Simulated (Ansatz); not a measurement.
```yaml
atoms:
  - { symbol: Al, position_ang: [-2.3699, -0.0029, -0.5175] }
  - { symbol: F, position_ang: [-3.6474, -0.8009, 0.2055] }
  - { symbol: N, position_ang: [-2.2465, 1.7375, -0.2498] }
  - { symbol: P, position_ang: [-0.8004, -1.2409, -1.7073] }
  - { symbol: H, position_ang: [-2.8889, 2.2808, 0.3201] }
  - { symbol: H, position_ang: [-1.5333, 2.3425, -0.6450] }
  - { symbol: H, position_ang: [-0.5752, -0.1751, -2.6365] }
  - { symbol: H, position_ang: [-1.8171, -1.8510, -2.5082] }
```

Geometry: B3LYP-D3(BJ)/def2-SVP.

Method: Ansatz, isolated molecule in a Gaussian basis; Kohn-Sham density functional theory, functional PBE0.

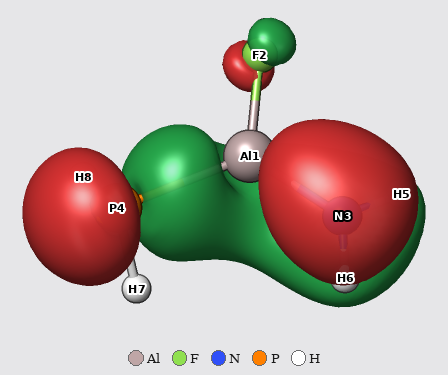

AlFH₄NP (SMILES [NH2][Al]([F])[PH2]). The HOMO−1 at ±0.08 Å⁻³ᐟ² (green and red are the two phases), seen at a tilt.

Q: What is the character of this orbital?

A: Its weight (Hirshfeld) is mainly on N3 (about 55 %), Al1 (about 15 %) and P4 (about 15 %). Its energy is −7.87 eV.
